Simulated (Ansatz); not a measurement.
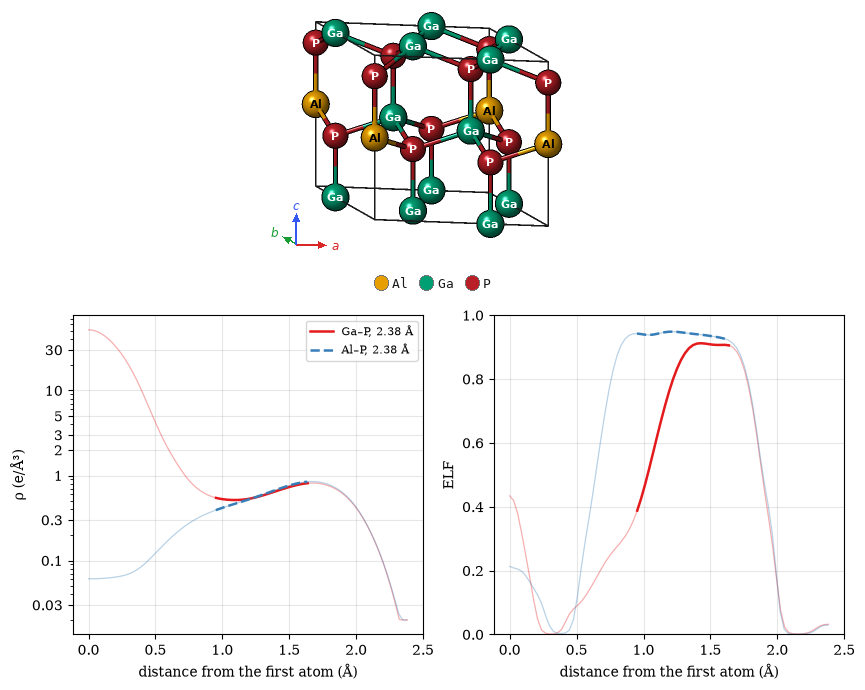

Figure. AlGa₅P₆. Valence pseudo-density and ELF along straight lines between neighbouring atoms. Thin, pale parts lie inside the atomic spheres. The structure is drawn too.

Space group P31m; a structure generated by program, which may or may not match a known phase.

Level of theory: Ansatz 0.2.0, DFT PBE, scalar-relativistic, plane waves, PAW.

Core electrons are frozen (PAW), and the valence fields are smoothed inside the atomic spheres.

Input file:

```
crystal:
  lattice:
    - [6.7256189941, 0.0, 0.0]
    - [-3.3628094971, 5.8245569051, 0.0]
    - [0.0, 0.0, 6.393933]
  atoms:
    - { symbol: Al, position: [0.0, 0.0, 0.499217] }
    - { symbol: Ga, position: [0.3333333333, 0.6666666667, 0.499959] }
    - { symbol: Ga, position: [0.6666666667, 0.3333333333, 0.499959] }
    - { symbol: Ga, position: [0.0, 0.666639, 0.000144] }
    - { symbol: Ga, position: [0.666639, 0.0, 0.000144] }
    - { symbol: Ga, position: [0.333361, 0.333361, 0.000144] }
    - { symbol: P, position: [0.3333333333, 0.6666666667, 0.874255] }
    - { symbol: P, position: [0.0, 0.0, 0.873011] }
    - { symbol: P, position: [0.6666666667, 0.3333333333, 0.874255] }
    - { symbol: P, position: [0.0, 0.666967, 0.374304] }
    - { symbol: P, position: [0.666967, 0.0, 0.374304] }
    - { symbol: P, position: [0.333033, 0.333033, 0.374304] }
basis:
  ecutwfc: 420
kpoints:
  mp_grid: { grid: [6, 6, 4] }
  band_path:
    path:
      - [[0.0, 0.0, 0.0], [0.5, 0.0, 0.0], [0.33333333, 0.33333333, 0.0], [0.0, 0.0, 0.0], [0.0, 0.0, 0.5], [0.5, 0.0, 0.5], [0.33333333, 0.33333333, 0.5], [0.0, 0.0, 0.5]]
      - [[0.5, 0.0, 0.5], [0.5, 0.0, 0.0]]
      - [[0.33333333, 0.33333333, 0.5], [0.33333333, 0.33333333, 0.0], [0.33333333, 0.33333333, -0.5]]
    npoints: 10
hamiltonian:
  xc: pbe
scf:
  occupations: { method: gaussian, width: 0.02 }
  n_extra_bands: 30
output:
  forces: true
  stress: true
  eigenvalues: true
  populations: true
  dos: { projected: true, de: 0.02, nscf_kmesh: { grid: [9, 9, 6] } }
  bader: false
  write_density: true
  write_potential: true
  elf: true
  volumetric_format: npy
```

Run with:

```sh
ansatz run input.yaml --threads 4 --pin off --max-ram 8192MiB --backend cpu --events-out ev --progress --plain --runs-dir out
```

Below, planes, directions and counts refer to the conventional cell (a = 6.73 Å, b = 6.73 Å, c = 6.39 Å, α = 90.00°, β = 90.00°, γ = 120.00°).

> What kind of bonding do the profiles show?

Ga–P (2.38 Å): ρ at the midpoint is about 0.53 e/Å³; the ELF peaks at about 0.90 between the atoms, as expected for localised, covalent bonding.
Al–P (2.38 Å): ρ is about 0.52 e/Å³ halfway; the ELF peaks at about 0.95 between the atoms, as expected for localised, covalent bonding.
